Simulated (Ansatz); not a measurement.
# H3S+ (sulfonium) at 6 levels

We compute a comparison of 6 runs (UB3LYP/3-21G, UB3LYP/6-31G, r2SCAN0/3-21G, r2SCAN0/6-31G, CCSDT(Q)/6-31G, UCCSD(T)/3-21G) of H3S+ (sulfonium). 

The results are computed with Ansatz 0.2.0.

9 further runs of the same task are left out: 7 that didn't finish, 2 set aside as unsound or not needed.

## Step 1: The molecule

The species is H3S+ (4 atoms), meant as a singlet with charge +1. SMILES: `[SH3+]`. The H2–S1 distance was set to 2.033 Å, away from the relaxed value. At this shape a bond of the SMILES string is far longer than usual.

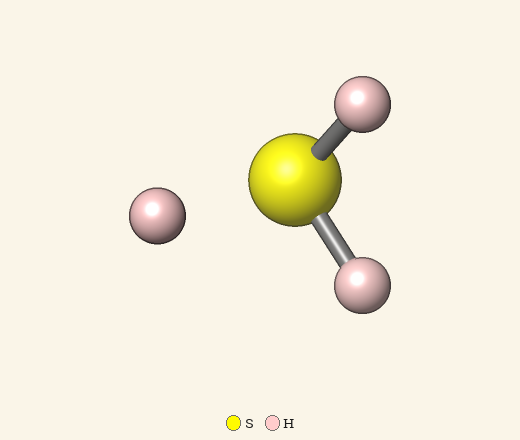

Viewed from a chosen angle; sulfur yellow, hydrogen pink.

## Step 2: A single-point energy at UB3LYP/3-21G (run 1)

job.yaml reads:

```yaml
crystal:
  periodic: [false, false, false]
  atoms:
    - {symbol: S, position_ang: [0.028417, -0.291827, -1.036107]}
    - {symbol: H, position_ang: [0.848020, 0.280920, 0.734350]}
    - {symbol: H, position_ang: [-0.767353, -1.228847, -0.465127]}
    - {symbol: H, position_ang: [-0.928703, 0.667003, -1.003597]}
basis:
  gaussian:
    orbitals: 3-21G.json
total_charge: 1
magnetization:
  spin_polarized: true
hamiltonian:
  xc: {name: B3LYP}
accuracy: high
```

The basis set 3-21G is read from a file made from the Basis Set Exchange's data (not shown).

Command:

```sh
$ ansatz run job.yaml --threads 1 --pin off --max-ram 2610MiB --events-out events.jsonl --progress --plain --runs-dir runs
```

The log of the run:

```text
Warning: RAYON_NUM_THREADS=1 ignored (pool sized by the plan → 1); use --threads N
Functional definition: B3LYP
  name "B3LYP"
  parameter a0 = 0.2
  parameter ax = 0.72
  parameter ac = 0.81
  exchange = (1 - a0 - ax)*slater_x + ax*b88_x + a0*exact_x
  correlation = (1 - ac)*vwn_rpa_c + ac*lyp_c
357 factors; integrals over basis functions are off by at most 2.8e-9 eV
mean field evaluation 1: about -10815.4481 eV, gradient 2.3e1 eV
mean field evaluation 2: about -10808.5143 eV, gradient 3.6e1 eV
mean field evaluation 4: about -10819.4838 eV, gradient 1.4e0 eV
mean field evaluation 8: about -10819.4885 eV, gradient 3.3e-3 eV
mean field evaluation 16: about -10819.4885 eV, gradient 1.3e-8 eV
mean field -10819.48850858 eV, -397.6088689776 hartree, gradient 1.7e-8 eV, S^2 0.000000; 1 other end points of the search recorded, 0 dependent functions left out
reference -10819.48853470 eV, -397.6088699376 hartree; 9, 9 occupied and 10, 10 virtual orbitals, 357 factors
Total energy: -10819.48853470 eV, -397.6088699376 hartree
```

Run time: 0.95 s. Hardware: 1 thread of Arm Neoverse V2, shared host; peak memory 0.1 GiB.

## Step 3: The energy at UB3LYP/6-31G (run 2)

input.yaml reads:

```yaml
crystal:
  periodic: [false, false, false]
  atoms:
    - symbol: S
      position_ang: [0.028417, -0.291827, -1.036107]
    - symbol: H
      position_ang: [0.848020, 0.280920, 0.734350]
    - symbol: H
      position_ang: [-0.767353, -1.228847, -0.465127]
    - symbol: H
      position_ang: [-0.928703, 0.667003, -1.003597]
basis:
  gaussian: {orbitals: 6-31G}
total_charge: 1
magnetization: {spin_polarized: true, initial_magnetization: 0}
hamiltonian: {xc: {name: B3LYP}}
accuracy: high
```

Command:

```sh
$ ansatz run input.yaml --threads 1 --pin off --max-ram 2610MiB --events-out events.jsonl --progress --plain --runs-dir runs
```

The log of the run, cut to the lines that bear on the results:

```text
Warning: RAYON_NUM_THREADS=1 ignored (pool sized by the plan → 1); use --threads N
[... 7 set-up lines as earlier in the session ...]
407 factors; integrals over basis functions are off by at most 3.1e-9 eV
mean field evaluation 1: about -10868.2239 eV, gradient 2.1e1 eV
mean field evaluation 2: about -10861.1741 eV, gradient 3.5e1 eV
mean field evaluation 4: about -10872.2869 eV, gradient 1.3e0 eV
mean field evaluation 8: about -10872.2957 eV, gradient 1.7e-3 eV
mean field evaluation 16: about -10872.2957 eV, gradient 4.2e-9 eV
mean field -10872.29569806 eV, -399.5494973970 hartree, gradient 4.2e-9 eV, S^2 0.000000; 1 other end points of the search recorded, 0 dependent functions left out
reference -10872.29572492 eV, -399.5494983840 hartree; 9, 9 occupied and 10, 10 virtual orbitals, 407 factors
Total energy: -10872.29572492 eV, -399.5494983840 hartree
```

Wall time 1.2 s (1 thread of Arm Neoverse V2, shared host); peak memory 0.1 GiB.

## Step 4: A single-point energy at r2SCAN0/3-21G (run 3)

input.yaml, as its differences from that of step 3:

```diff
@@ -12,6 +12,9 @@
 basis:
-  gaussian: {orbitals: 6-31G}
+  gaussian:
+    orbitals: 3-21G.json
 total_charge: 1
-magnetization: {spin_polarized: true, initial_magnetization: 0}
-hamiltonian: {xc: {name: B3LYP}}
+magnetization:
+  spin_polarized: false
+hamiltonian:
+  xc: {name: r2SCAN0}
 accuracy: high
```

The basis set 3-21G is read from a file made from the Basis Set Exchange's data (not shown).

Command:

```sh
$ ansatz run input.yaml --threads 1 --pin off --max-ram 2610MiB --events-out events.jsonl --progress --plain --runs-dir runs
```

The log of the run:

```text
Warning: RAYON_NUM_THREADS=1 ignored (pool sized by the plan → 1); use --threads N
Functional definition: r2SCAN0
  name "r2SCAN0"
  parameter a = 0.25
  parameter k0 = 0.174
  parameter k1 = 0.065
  parameter a1 = 4.9479
  exchange = (1 - a)*r2scan_x(k0 = k0, k1 = k1, a1 = a1) + a*exact_x
  correlation = r2scan_c
357 factors; integrals over basis functions are off by at most 2.8e-9 eV
mean field evaluation 1: about -10814.1272 eV, gradient 2.8e1 eV
mean field evaluation 2: about -10811.0883 eV, gradient 4.0e1 eV
mean field evaluation 4: about -10817.3674 eV, gradient 9.8e-1 eV
mean field evaluation 8: about -10817.3517 eV, gradient 2.1e-3 eV
mean field evaluation 16: about -10817.3517 eV, gradient 8.5e-9 eV
mean field -10817.35174327 eV, -397.5303443009 hartree, gradient 8.5e-9 eV, S^2 0.000000; 0 other end points of the search recorded, 0 dependent functions left out
reference -10817.35174355 eV, -397.5303443112 hartree; 9, 9 occupied and 10, 10 virtual orbitals, 357 factors
Total energy: -10817.35174355 eV, -397.5303443112 hartree
```

Run time: 1.4 s. Hardware: 1 thread of Arm Neoverse V2, shared host; peak memory 0.11 GiB.

Runs 4 to 5 aren't shown in full; the table further down has their settings and results.

## Step 5: A single-point energy at UCCSD(T)/3-21G (run 6)

in.yaml reads:

```yaml
basis:
  gaussian:
    orbitals: 3-21G.json
crystal:
  periodic: [false, false, false]
  atoms:
    - {symbol: S, position_ang: [0.028417, -0.291827, -1.036107]}
    - {symbol: H, position_ang: [0.848020, 0.280920, 0.734350]}
    - {symbol: H, position_ang: [-0.767353, -1.228847, -0.465127]}
    - {symbol: H, position_ang: [-0.928703, 0.667003, -1.003597]}
total_charge: 1
magnetization:
  spin_polarized: true
correlation:
  method: ccsd_t
  frozen_orbitals: {H: 0, S: 5}
accuracy: high
scf:
  omitted_lower_state_checks: [cluster_reference, increment]
```

The basis set 3-21G is read from a file made from the Basis Set Exchange's data (not shown).

Command:

```sh
$ ansatz run in.yaml --threads 1 --pin off --max-ram 2610MiB --events-out events.jsonl --progress --plain --runs-dir runs
```

The log of the run:

```text
Warning: RAYON_NUM_THREADS=1 ignored (pool sized by the plan → 1); use --threads N
[... 12 lines left out ...]
5 core orbitals not correlated: weight in the atoms' cores, before any rotation towards them, 1.000 or more for the frozen orbitals, at most 0.000 for the correlated occupied ones
[... 30 lines left out ...]
Total energy: -10802.53683859 eV, -396.9859065957 hartree
Checks for a lower state left out: cluster_reference, increment
```

It took 0.22 s on 1 thread of Arm Neoverse V2, shared host.

## Step 6: The series

```tsv
run	level	frozen core orbitals	energy (Eh)	wall time
1	UB3LYP/3-21G	–	-397.608870	0.95 s
2	UB3LYP/6-31G	–	-399.549498	1.2 s
3	r2SCAN0/3-21G	–	-397.530344	1.4 s
4	r2SCAN0/6-31G	–	-399.484199	1.4 s
5	CCSDT(Q)/6-31G	5	-398.905695	0.28 s
6	UCCSD(T)/3-21G	5	-396.985907	0.22 s
```

## Step 7: What came out

| quantity | value |
| --- | --- |
| run 6: total energy | -396.98591 Eh |
| run 6: correlation energy (5 core orbitals frozen) | -104.3 mEh |
| run 6: (T) correction | -1.35 mEh |
| run 6: ⟨S²⟩ of the reference determinant | 0.388 |
| run 6: T1 diagnostic | 0.087 |

What this shows: Totals of different functionals can't be ranked against each other. In run 5 the log says that unrestricted orbitals would lower the reference, so the values rest on an unstable closed-shell determinant (other closed-shell runs at this shape may share the fault). Spin contamination of the reference: run 6 ⟨S²⟩ = 0.39. All runs together took 5.4 s, the longest 1.4 s.
